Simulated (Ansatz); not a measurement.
The figure comes from a scan of TiC (rock salt): the crystal slips on the {100} plane by x·a + y·b in the surface cell, no atom relaxing, γ being the energy change per area. All values below come from PBE (plane waves to 420 eV, PAW, scalar-relativistic; Ansatz, an electronic-structure program). k mesh 13×13×13 (Γ-centred), Fermi-Dirac smearing 0.05 eV. E is the zero-smearing estimate. Points where atoms come too close for the PAW data are left out (x in tables, blank in figures). With partly filled bands, the k mesh leaves noise in γ, roughly 0.02 J/m² as judged from a few cases. Faults lie only 6.5 Å apart, and holding the cell height and the atoms raises γ above its relaxed value. TiC is run without spin polarisation. TiC was relaxed with its symmetry unable to fall. The zero of γ is zero shift.

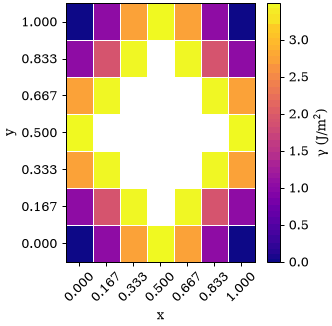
Fig. 1. γ (J/m²), one tile a computed point (the last row and column repeat the first).

Q: Turn the plot into a table (rounded to what can be read).

A: To the nearest 0.5:

γ (J/m²), with x across and y down:

```tsv
y \ x	0.000	0.167	0.333	0.500	0.667	0.833
0.000	0.0	1.0	2.5	3.5	2.5	1.0
0.167	1.0	2.0	3.5	x	3.5	2.0
0.333	2.5	3.5	x	x	x	3.5
0.500	3.5	x	x	x	x	x
0.667	2.5	3.5	x	x	x	3.5
0.833	1.0	2.0	3.5	x	3.5	2.0
```

(The slope of γ gives the shear force per area between the displaced halves; near zero shift its curvature is an elastic stiffness.)
